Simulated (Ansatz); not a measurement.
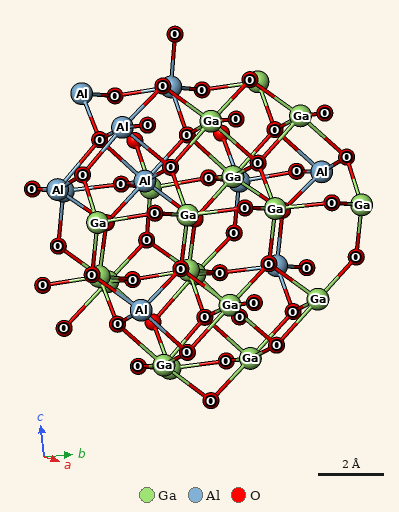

Starting structure of a crystal of Ga₃₀Al₁₈O₇₂ (a generated structure, set up in P1). Style: ball-and-stick. Shown: the atoms within 5.8 Å of the atom that moves most (axes of the cell of the calculation), slightly off an axis.

Level of theory: Ansatz, DFT, PBEsol, PAW, plane waves.

Settings: plane-wave cutoff 420 eV; k-point mesh 1 × 1 × 1; mesh shifted by (0.25, 0.25, 0.25); no spin polarisation; cell relaxed at fixed alpha, beta, gamma; force threshold 0.03 eV/Å; at most 80 steps.

```
CELL_PARAMETERS angstrom
12.10079 0.00000 -0.01082
0.00000 8.99573 0.00000
-2.73987 0.00000 11.15611
ATOMIC_POSITIONS crystal
Ga 0.40558 0.16305 0.09713
Ga 0.41168 0.16598 0.60521
Ga 0.40816 0.50053 0.60158
Ga 0.41218 0.83096 0.60550
Ga 0.15874 0.49689 0.15874
Ga 0.15915 0.83368 0.65760
Ga 0.09138 0.99938 0.39855
Ga 0.09249 0.99950 0.89653
Ga 0.09100 0.33466 0.39829
Ga 0.09081 0.33110 0.89734
Ga 0.08932 0.66274 0.39835
Ga 0.91051 0.00203 0.10414
Ga 0.91056 0.99784 0.60351
Ga 0.91132 0.33410 0.10621
Ga 0.90818 0.66185 0.10002
Ga 0.91128 0.66994 0.60270
Ga 0.65879 0.00244 0.65769
Ga 0.65765 0.33200 0.15655
Ga 0.65802 0.33057 0.66043
Ga 0.34021 0.00455 0.83932
Ga 0.34111 0.33512 0.84438
Ga 0.33900 0.66591 0.34091
Ga 0.34185 0.66463 0.84544
Ga 0.59194 0.16818 0.89928
Ga 0.58834 0.50088 0.39703
Ga 0.59028 0.83093 0.89837
Ga 0.84173 0.16394 0.34260
Ga 0.84342 0.16691 0.84047
Ga 0.84204 0.50279 0.34103
Ga 0.83956 0.50234 0.84036
Al 0.40927 0.49666 0.09931
Al 0.40761 0.83250 0.10462
Al 0.15863 0.16346 0.15806
Al 0.15955 0.16923 0.66146
Al 0.15692 0.50004 0.65679
Al 0.16046 0.83368 0.15893
Al 0.08667 0.66925 0.89802
Al 0.90872 0.33327 0.60535
Al 0.65978 0.99814 0.16071
Al 0.65773 0.66783 0.15322
Al 0.65842 0.66275 0.65877
Al 0.34501 0.00006 0.34034
Al 0.34234 0.33038 0.34090
Al 0.59031 0.17050 0.39917
Al 0.59219 0.50169 0.89541
Al 0.59040 0.83232 0.39731
Al 0.83951 0.83001 0.34166
Al 0.84035 0.83269 0.84269
O 0.33443 0.16618 0.44229
O 0.33652 0.16872 0.94425
O 0.33660 0.50236 0.44710
O 0.33618 0.50096 0.94774
O 0.33862 0.83512 0.44614
O 0.33588 0.83436 0.94398
O 0.32720 0.16631 0.21493
O 0.32612 0.16821 0.71912
O 0.32770 0.49479 0.21896
O 0.32445 0.49664 0.71714
O 0.32772 0.82680 0.21842
O 0.32551 0.83196 0.71797
O 0.00589 0.16509 0.37234
O 0.00417 0.16715 0.87097
O 0.00490 0.50153 0.37237
O 0.00590 0.50159 0.87150
O 0.00465 0.83047 0.37171
O 0.00555 0.83434 0.87450
O 0.16136 0.00305 0.05525
O 0.16224 0.99516 0.55368
O 0.16696 0.33063 0.05617
O 0.16608 0.33083 0.55594
O 0.16456 0.66397 0.05659
O 0.16262 0.66395 0.55316
O 0.83770 0.99829 0.44620
O 0.83419 0.00079 0.94693
O 0.83329 0.33125 0.44685
O 0.83702 0.33254 0.94501
O 0.83761 0.66635 0.44892
O 0.83325 0.66546 0.94655
O 0.17144 0.99971 0.28337
O 0.17402 0.99909 0.78143
O 0.17267 0.33518 0.28027
O 0.17444 0.33248 0.78065
O 0.16923 0.66735 0.27967
O 0.17655 0.66919 0.78183
O 0.82876 0.00273 0.22270
O 0.82687 0.99880 0.71737
O 0.82872 0.33390 0.21807
O 0.82791 0.33629 0.72099
O 0.82798 0.66915 0.21834
O 0.82668 0.66226 0.71935
O 0.49912 0.00026 0.12881
O 0.49673 0.99881 0.63106
O 0.49784 0.33178 0.13004
O 0.49700 0.33149 0.62995
O 0.49581 0.66633 0.13116
O 0.49531 0.66879 0.62684
O 0.50711 0.00492 0.37077
O 0.50530 0.00421 0.86911
O 0.50407 0.33642 0.37066
O 0.50317 0.33657 0.87140
O 0.50483 0.66369 0.37105
O 0.50441 0.66456 0.86955
O 0.66445 0.17048 0.04978
O 0.66391 0.16331 0.55419
O 0.66603 0.50212 0.05779
O 0.66312 0.49803 0.55379
O 0.66602 0.83433 0.05588
O 0.66463 0.83246 0.55814
O 0.67463 0.16597 0.28070
O 0.67127 0.16651 0.78255
O 0.67063 0.50005 0.27853
O 0.67301 0.50029 0.78236
O 0.67445 0.83475 0.28391
O 0.67037 0.83614 0.77939
O 0.99666 0.17115 0.12834
O 0.99388 0.16713 0.62931
O 0.99428 0.50130 0.12607
O 0.99464 0.49709 0.62823
O 0.99755 0.82973 0.13042
O 0.99655 0.83234 0.63026
```

**Predict the outcome.**

After 5 geometry steps the energy has fallen by 31.6 meV per atom. The largest force component goes from 2.5 to 0.0069 eV/Å. The pressure goes from 1.16 to 0.00 GPa. O103 moves most relative to the cell: 0.14 Å roughly along [0 −1 1]. By element the largest moves are O 0.14 Å, Ga 0.10 Å, Al 0.08 Å. The volume changes by −0.1 %, with a 12.101 → 12.100 Å (0.0 %), b 8.996 → 8.990 Å (−0.1 %), c unchanged at 11.488 Å. Near-neighbour distances that change, for instance: Al39–O103 2.016 → 1.890 Å, Ga27–O85 1.980 → 2.101 Å, Ga18–O109 2.041 → 2.143 Å, Ga24–O103 1.742 → 1.837 Å. Bond angles that change, for instance: O91–Ga1–O93 107.3° → 114.3°, Ga18–O103–Ga24 123.8° → 117.7°, Al40–O105–Al45 120.6° → 126.2°. The space group stays P1 (No. 1).

Step by step:

| step | E − E(0), meV/atom | largest force component, eV/Å | pressure, GPa |
| --- | --- | --- | --- |
| 0 | 0.00 | 2.5024 | 1.16 |
| 1 | -22.10 | 1.3213 | -0.07 |
| 2 | -31.39 | 0.0986 | -0.32 |
| 3 | -31.57 | 0.0713 | -0.02 |
| 4 | -31.60 | 0.0068 | 0.00 |
| 5 | -31.57 | 0.0069 | 0.00 |

The end point in the same view:

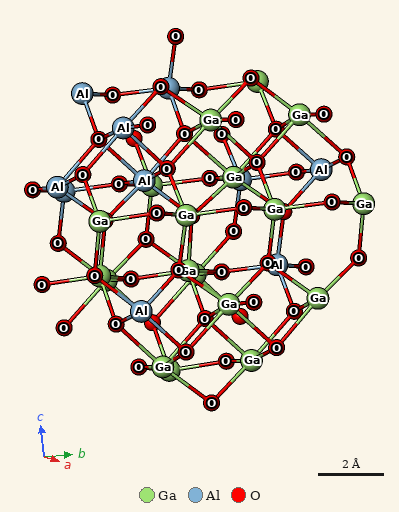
